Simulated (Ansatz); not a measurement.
# CH2BO2 (charge −1): geometry relaxation (part 2 of 2)

The same run, continued: CH2BO2, charge −1; UKS r2SCAN/def2-SVP (Ansatz 0.2.0). It belongs to a series of runs on one base structure; here: end point A relaxed.

Geometry of the input (Å):
```
O  -0.6287  0.8509  -1.0117
C  -0.7333  -0.1240  0.1471
B  0.5901  -0.1486  0.8908
O  0.4903  -1.1401  0.0048
H  -1.1822  0.4582  -1.6944
H  1.4637  0.1036  1.6634
```

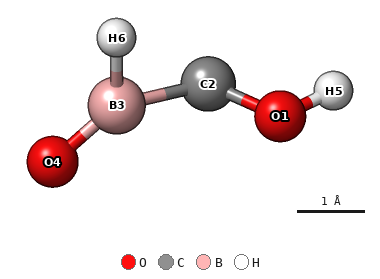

*The geometry at step 23 of the log (ball-and-stick view, seen at a tilt; atoms are numbered from 1 in the order of the input).*

Trajectory as extended XYZ, continued:
```
6
Properties=species:S:1:pos:R:3:forces:R:3 step=8 energy=-5830.55129
O    -0.5681    0.7231   -1.1361   -0.3563  -0.0315   0.0264
C    -0.7594    0.1378    0.0743    0.4467   0.0679   0.0541
B     0.6250   -0.3154    0.7091    0.0942  -1.3578  -0.0999
O     0.9019   -1.5111    0.2097   -0.1922   1.2048   0.4253
H    -1.4451    0.7424   -1.5571    0.1709   0.0722  -0.0600
H     1.2457    0.2232    1.7001   -0.1633   0.0443  -0.3460
6
Properties=species:S:1:pos:R:3:forces:R:3 step=9 energy=-5830.57998
O    -0.5804    0.7442   -1.1199    0.0532  -0.1134  -0.1516
C    -0.7338    0.1641    0.0924   -0.1496  -0.0816  -0.1131
B     0.6264   -0.3626    0.7051    0.0992  -0.4160  -0.0342
O     0.9268   -1.5387    0.2173   -0.0200   0.5675   0.2979
H    -1.4450    0.7421   -1.5654   -0.0083   0.1635   0.1430
H     1.2059    0.2510    1.6704    0.0256  -0.1199  -0.1419
6
Properties=species:S:1:pos:R:3:forces:R:3 step=10 energy=-5830.59609
O    -0.5770    0.7140   -1.1381   -0.0608  -0.0051  -0.0580
C    -0.7321    0.1542    0.0845   -0.1972   0.0527  -0.1034
B     0.6241   -0.3689    0.7087    0.0486  -0.2119  -0.1144
O     0.9440   -1.5364    0.2314    0.0623   0.1791   0.1870
H    -1.4572    0.7838   -1.5512    0.1220   0.0260   0.1382
H     1.1982    0.2533    1.6646    0.0250  -0.0408  -0.0494
6
Properties=species:S:1:pos:R:3:forces:R:3 step=11 energy=-5830.60390
O    -0.5796    0.7077   -1.1438    0.0876   0.0037  -0.0191
C    -0.7324    0.1522    0.0797   -0.2141   0.0423  -0.0639
B     0.6225   -0.3842    0.7035    0.0132  -0.0842  -0.1070
O     0.9676   -1.5501    0.2520    0.0815   0.0208   0.1103
H    -1.4608    0.8112   -1.5399   -0.0138   0.0213   0.0692
H     1.1827    0.2631    1.6485    0.0457  -0.0039   0.0105
6
Properties=species:S:1:pos:R:3:forces:R:3 step=12 energy=-5830.60962
O    -0.5823    0.6922   -1.1606   -0.7373   0.1642  -0.2563
C    -0.7385    0.1414    0.0610   -0.0304  -0.0824   0.0307
B     0.6169   -0.4404    0.6822    0.0726  -0.1071  -0.1580
O     1.0580   -1.6058    0.3337   -0.0827   0.0829   0.0407
H    -1.4846    0.9133   -1.5067    0.7638  -0.1400   0.2725
H     1.1304    0.2994    1.5904    0.0139   0.0824   0.0703
6
Properties=species:S:1:pos:R:3:forces:R:3 step=13 energy=-5830.61820
O    -0.5887    0.6975   -1.1603    0.1798  -0.0671   0.1055
C    -0.7458    0.1369    0.0611    0.0125  -0.0464  -0.0391
B     0.6165   -0.4361    0.6782    0.0546  -0.1627  -0.0665
O     1.0532   -1.6048    0.3317   -0.0912   0.1479   0.0272
H    -1.4698    0.9060   -1.5024   -0.1497   0.0625  -0.0347
H     1.1346    0.3005    1.5916   -0.0060   0.0657   0.0076
6
Properties=species:S:1:pos:R:3:forces:R:3 step=14 energy=-5830.62086
O    -0.5844    0.6895   -1.1554   -0.0144   0.0618  -0.0724
C    -0.7485    0.1231    0.0572    0.0400  -0.0838   0.0952
B     0.6171   -0.4465    0.6708   -0.0655  -0.0810  -0.0315
O     1.0625   -1.6144    0.3428   -0.0062   0.0570   0.0228
H    -1.4655    0.9292   -1.4890    0.0183   0.0110  -0.0114
H     1.1188    0.3191    1.5736    0.0278   0.0349  -0.0028
6
Properties=species:S:1:pos:R:3:forces:R:3 step=15 energy=-5830.62198
O    -0.5846    0.6925   -1.1511    0.0120   0.0611  -0.0678
C    -0.7507    0.1126    0.0549    0.0119  -0.0592   0.0720
B     0.6158   -0.4520    0.6683   -0.0654  -0.0246  -0.0015
O     1.0671   -1.6187    0.3498    0.0190   0.0026   0.0109
H    -1.4632    0.9388   -1.4866    0.0049   0.0000   0.0043
H     1.1155    0.3267    1.5647    0.0177   0.0201  -0.0178
6
Properties=species:S:1:pos:R:3:forces:R:3 step=16 energy=-5830.62125 accepted=F
O    -0.5730    0.7311   -1.1051   -0.0905  -0.0430   0.0081
C    -0.7778    0.0297    0.0352   -0.0443   0.0273  -0.1191
B     0.5918   -0.5133    0.6553    0.2438   0.1130  -0.1070
O     1.1206   -1.6653    0.4115   -0.1239   0.1716   0.1448
H    -1.4382    1.0129   -1.4579    0.1268  -0.0492   0.1617
H     1.0767    0.4049    1.4609   -0.1118  -0.2196  -0.0885
6
Properties=species:S:1:pos:R:3:forces:R:3 step=17 energy=-5830.62540
O    -0.5824    0.7173   -1.1318   -0.0038  -0.0190   0.0328
C    -0.7611    0.0645    0.0395    0.0231   0.0488  -0.1172
B     0.6120   -0.4790    0.6505   -0.0259  -0.0635   0.1295
O     1.0951   -1.6478    0.3959    0.0108   0.0575  -0.0134
H    -1.4556    0.9824   -1.4681    0.0039  -0.0087   0.0492
H     1.0920    0.3626    1.5139   -0.0080  -0.0150  -0.0809
6
Properties=species:S:1:pos:R:3:forces:R:3 step=18 energy=-5830.62467 accepted=F
O    -0.5729    0.7324   -1.1099   -0.0437  -0.0752   0.1678
C    -0.7804    0.0035    0.0169    0.0048   0.1561  -0.1516
B     0.5905   -0.5195    0.6489    0.2810  -0.0977  -0.1289
O     1.1349   -1.6726    0.4412   -0.1529   0.2320   0.1274
H    -1.4365    1.0422   -1.4339    0.0380  -0.0667   0.0594
H     1.0645    0.4139    1.4367   -0.1272  -0.1485  -0.0742
6
Properties=species:S:1:pos:R:3:forces:R:3 step=20 energy=-5830.63089
O    -0.5780    0.7295   -1.1272   -0.0885  -0.0107   0.0518
C    -0.7616    0.0222    0.0114    0.0401   0.0347  -0.0326
B     0.6044   -0.5215    0.6346    0.0458  -0.0781  -0.0234
O     1.1404   -1.6807    0.4607   -0.0383   0.1074   0.0362
H    -1.4507    1.0461   -1.4196    0.0783  -0.0178   0.0168
H     1.0455    0.4045    1.4401   -0.0374  -0.0355  -0.0488
6
Properties=species:S:1:pos:R:3:forces:R:3 step=21 energy=-5830.63305
O    -0.5750    0.7399   -1.1190   -0.1926  -0.0125   0.0412
C    -0.7623   -0.0063   -0.0048    0.0789   0.0484  -0.0310
B     0.6007   -0.5519    0.6193    0.1579  -0.2173  -0.0762
O     1.1727   -1.7038    0.5084   -0.1594   0.3176   0.0628
H    -1.4452    1.0894   -1.3880    0.1815  -0.0553   0.0583
H     1.0092    0.4328    1.3840   -0.0665  -0.0810  -0.0552
6
Properties=species:S:1:pos:R:3:forces:R:3 step=22 energy=-5830.63476
O    -0.5762    0.7329   -1.1239   -0.2300   0.0222   0.0651
C    -0.7600   -0.0162   -0.0104    0.1063   0.0991  -0.0306
B     0.6020   -0.5629    0.6097    0.1538  -0.3278  -0.0801
O     1.1867   -1.7114    0.5301   -0.1733   0.3845   0.0599
H    -1.4412    1.1150   -1.3675    0.2116  -0.1032   0.0484
H     0.9887    0.4427    1.3619   -0.0684  -0.0749  -0.0627
6
Properties=species:S:1:pos:R:3:forces:R:3 step=23 energy=-5830.63978
O    -0.5776    0.7245   -1.1295   -0.4356   0.1193   0.0364
C    -0.7511   -0.0261   -0.0149    0.1903   0.1200  -0.0064
B     0.6037   -0.5935    0.5864    0.1990  -0.5749  -0.1061
O     1.2228   -1.7289    0.5804   -0.2922   0.6041   0.0319
H    -1.4334    1.1636   -1.3275    0.4163  -0.2253   0.0920
H     0.9356    0.4605    1.3051   -0.0777  -0.0433  -0.0477
6
Properties=species:S:1:pos:R:3:forces:R:3 step=24 energy=-5830.65603
O    -0.5817    0.6973   -1.1462   -0.9941   0.5581   0.0289
C    -0.7256   -0.0254   -0.0092    0.4838   0.1022   0.1523
B     0.6129   -0.6399    0.5455    0.1632  -1.0613  -0.1262
O     1.2718   -1.7529    0.6485   -0.4700   1.0461  -0.0276
H    -1.4160    1.2335   -1.2600    0.9395  -0.6091   0.0671
H     0.8385    0.4874    1.2214   -0.1224  -0.0360  -0.0945
6
Properties=species:S:1:pos:R:3:forces:R:3 step=25 energy=-5830.70778
O    -0.5859    0.6820   -1.1436   -1.3136   1.2604  -0.3537
C    -0.6671   -0.0104    0.0204    0.3300  -0.0738   0.4323
B     0.6063   -0.7082    0.4887    1.0911  -2.1724   0.3749
O     1.3344   -1.7739    0.7314   -1.1867   1.9332  -0.3633
H    -1.3855    1.2975   -1.1860    1.2896  -1.0014   0.0877
H     0.6978    0.5130    1.0891   -0.2104   0.0539  -0.1778
6
Properties=species:S:1:pos:R:3:forces:R:3 step=26 energy=-5830.88377
O    -0.5845    0.7007   -1.1318   -0.7317   0.9957  -0.7053
C    -0.6144   -0.0061    0.0363    0.7780  -0.1222   1.1475
B     0.6121   -0.7675    0.4681    1.0872  -2.7081   0.0157
O     1.3690   -1.7919    0.7918   -1.4011   2.2711  -0.4114
H    -1.3508    1.3223   -1.1107    0.7218  -0.6097   0.0535
H     0.5687    0.5425    0.9463   -0.4542   0.1733  -0.1000
6
Properties=species:S:1:pos:R:3:forces:R:3 step=27 energy=-5831.33519
O    -0.6042    0.6727   -1.1569   -0.8271   1.5228  -0.4439
C    -0.5092    0.0459    0.0843    1.1507  -0.0080   1.4900
B     0.6218   -0.8402    0.3873    1.7837  -4.1462   0.9225
O     1.3892   -1.8068    0.8530   -1.7906   2.7418  -1.1138
H    -1.3119    1.3470   -1.0268    0.6895  -0.7578  -0.2685
H     0.4142    0.5814    0.8590   -1.0061   0.6473  -0.5863
6
Properties=species:S:1:pos:R:3:forces:R:3 step=28 energy=-5831.80153
O    -0.5847    0.7232   -1.1297   -0.4421   0.4062  -0.9404
C    -0.4552    0.0484    0.1079    2.2785   0.5531   1.8972
B     0.6089   -0.9930    0.3611    1.5423  -2.0904   0.9302
O     1.4356   -1.8665    0.8749   -2.3038   2.2555  -1.4043
H    -1.3261    1.3417   -1.0184    0.2651  -0.4859   0.0865
H     0.3215    0.7461    0.8043   -1.3400  -0.6385  -0.5692
6
Properties=species:S:1:pos:R:3:forces:R:3 step=29 energy=-5831.92847
O    -0.5837    0.7156   -1.1315    0.1918  -0.1876  -0.1765
C    -0.2934    0.1301    0.1793   -1.6868  -3.6013  -3.0954
B     0.5982   -1.0587    0.3332    1.1860  -0.6377   1.3379
O     1.4179   -1.8930    0.8622   -1.5853   1.0122  -1.2339
H    -1.3246    1.3102   -0.9939   -0.2352  -0.1299   0.2042
H     0.1855    0.7958    0.7506    2.1295   3.5444   2.9638
6
Properties=species:S:1:pos:R:3:forces:R:3 step=30 energy=-5832.28697
O    -0.5283    0.7215   -1.1375   -0.3997   0.0268   0.1479
C    -0.2048    0.1315    0.1610   -0.5717   2.4333  -0.3134
B     0.5874   -1.0448    0.3163    1.9393  -1.7655   1.4224
O     1.3371   -1.9512    0.7987   -0.9389   0.5065  -0.8566
H    -1.3732    1.1791   -0.9903    0.2753  -0.3628  -0.0584
H     0.1817    0.9640    0.8519   -0.3043  -0.8384  -0.3420
6
Properties=species:S:1:pos:R:3:forces:R:3 step=32 energy=-5832.53982
O    -0.4708    0.8395   -1.0900   -0.3691   0.0573  -0.1671
C    -0.0182    0.3227    0.1687    0.2800  -0.1477   0.2767
B     0.6087   -0.9868    0.3468    0.1231   0.0301   0.3073
O     1.1448   -2.0781    0.6594   -0.1438   0.0755  -0.2124
H    -1.4348    0.7975   -1.0164    0.1288   0.0238  -0.1659
H     0.1704    1.1051    0.9316   -0.0190  -0.0390  -0.0386
6
Properties=species:S:1:pos:R:3:forces:R:3 step=33 energy=-5832.55282
O    -0.4914    0.8684   -1.0627    0.4273   0.0525  -0.1109
C     0.0204    0.3529    0.1848   -0.0541  -0.0031   0.0654
B     0.6104   -0.9698    0.3666   -0.0704   0.1427  -0.0435
O     1.1033   -2.0915    0.6207    0.0257  -0.1330  -0.0330
H    -1.4387    0.7141   -1.0649   -0.2558  -0.1218   0.1760
H     0.1961    1.1258    0.9554   -0.0727   0.0627  -0.0540
6
Properties=species:S:1:pos:R:3:forces:R:3 step=34 energy=-5832.56429
O    -0.4771    0.8578   -1.0692    0.0592   0.0130  -0.0366
C     0.0550    0.3765    0.1837    0.0174  -0.0154   0.0392
B     0.6098   -0.9587    0.3653   -0.0089  -0.0382   0.0529
O     1.0708   -2.1022    0.5927   -0.0050   0.0189  -0.0558
H    -1.4222    0.6716   -1.0306   -0.0514  -0.0222   0.0102
H     0.1636    1.1550    0.9581   -0.0113   0.0438  -0.0099
6
Properties=species:S:1:pos:R:3:forces:R:3 step=35 energy=-5832.56607
O    -0.4674    0.8371   -1.0672    0.0069   0.0373  -0.0245
C     0.0459    0.3806    0.2053    0.0053   0.0112   0.0079
B     0.6056   -0.9529    0.3777    0.0292  -0.0919   0.0077
O     1.0640   -2.1048    0.5618   -0.0115   0.0258  -0.0009
H    -1.4151    0.6604   -1.0331   -0.0197  -0.0134   0.0053
H     0.1671    1.1796    0.9555   -0.0102   0.0310   0.0045
6
Properties=species:S:1:pos:R:3:forces:R:3 step=36 energy=-5832.56607 accepted=F
O    -0.4691    0.8476   -1.0642   -0.1681  -0.0429  -0.0024
C     0.0598    0.3870    0.2014    0.0012   0.0098   0.0094
B     0.6070   -0.9530    0.3764   -0.0135  -0.0134  -0.0093
O     1.0553   -2.1088    0.5608   -0.0008   0.0223  -0.0012
H    -1.4161    0.6443   -1.0329    0.1824   0.0326   0.0072
H     0.1631    1.1830    0.9585   -0.0013  -0.0083  -0.0036
6
Properties=species:S:1:pos:R:3:forces:R:3 step=37 energy=-5832.56639
O    -0.4686    0.8423   -1.0665    0.0148   0.0092  -0.0082
C     0.0528    0.3835    0.2029    0.0120   0.0024   0.0111
B     0.6062   -0.9543    0.3765   -0.0025  -0.0079   0.0024
O     1.0605   -2.1074    0.5619   -0.0056   0.0143  -0.0030
H    -1.4140    0.6535   -1.0309   -0.0181  -0.0099   0.0011
H     0.1632    1.1824    0.9560   -0.0006  -0.0082  -0.0034
```

Key numbers:

| quantity | value |
| --- | --- |
| outcome | converged |
| total energy | −5832.5664 eV |
| mean-field energy | −5832.5664 eV |
| largest force (length of the vector) at the end | 0.021 eV/Å |
| hardware | 2 threads of Intel Xeon (Sapphire Rapids), 16 GiB of memory available, shared host |
| wall time | 1.7 min (CPU time 3.3 min) |
| peak memory | 0.21 GiB |
